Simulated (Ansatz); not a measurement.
Start from Ir in the fcc (Cu type) structure (space group Fm-3m, No. 225; a = 3.812 Å; relaxed with 0.1 eV smearing). Axes: x, y, z lie along the cube axes.

Structures relaxed with LDA/PAW in Ansatz (a quantum-chemistry and plane-wave program), without spin-orbit coupling.

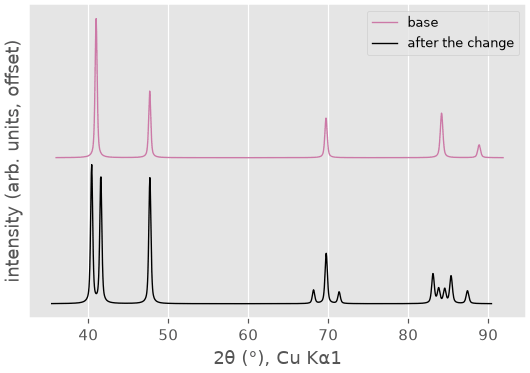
Figure: Simulated powder patterns before (top) and after one change

What was done to the base?
A. tensor shear ε_xy = +0.29 %
B. tensor shear ε_xy = +2.00 %
C. tensor shear ε_xy = +0.57 %

B, tensor shear ε_xy = +2.00 %. Its volume per atom is 13.84 Å³ against 13.85 Å³, and its space group is Immm (No. 71).

The cells carry an imposed strain or load. Whether these cells are dynamically stable was not tested. The final runs are not spin-polarised.
